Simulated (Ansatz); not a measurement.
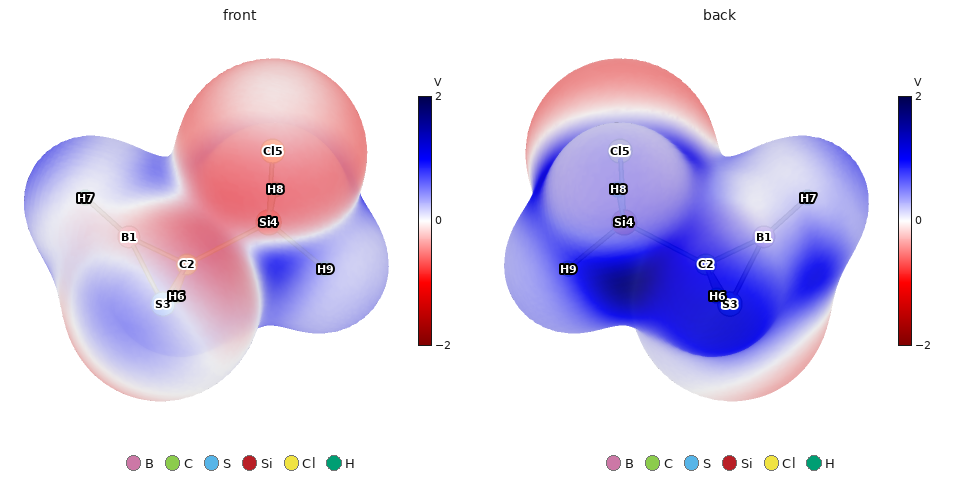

Figure 1: CH$_{4}$BClSSi. The electrostatic potential painted on the density surface at 0.002 e/bohr³, seen from the front and from behind; the colour scale runs from red (negative) to blue (positive).

All numbers below come from Ansatz 0.2.0, UKS PBE/def2-SVP.

The calculation's input:

```
crystal:
  periodic: [false, false, false]
  atoms:
    - { symbol: B, position_ang: [1.6599, 0.2899, -0.1377] }
    - { symbol: C, position_ang: [0.1203, 0.3785, -0.6339] }
    - { symbol: S, position_ang: [-0.2989, 1.2944, -1.683] }
    - { symbol: Si, position_ang: [-1.0928, -0.5555, 0.2781] }
    - { symbol: Cl, position_ang: [-1.8424, 0.5623, 1.8873] }
    - { symbol: H, position_ang: [0.71177, -0.28486, -1.26495] }
    - { symbol: H, position_ang: [2.4692, 0.9898, -0.6766] }
    - { symbol: H, position_ang: [-0.5556, -1.8108, 0.7676] }
    - { symbol: H, position_ang: [-2.2916, -0.8484, -0.5707] }
magnetization:
  spin_polarized: true
basis:
  gaussian: { orbitals: def2-SVP }
hamiltonian:
  xc: pbe
relax:
  f_tol: 0.02
  max_steps: 50
output:
  orbitals: {}
```

Launched as:

```sh
ansatz run input.yaml --threads 2 --pin off --max-ram 3072MiB --backend cpu --events-out ev --progress --plain --runs-dir out
```

The fields are those of the run's last geometry, not of the input's.

### Describe the electrostatic potential map.

The most negative region (about −0.6 V) lies over Cl5, the most positive (about +1.6 V) over Si4.
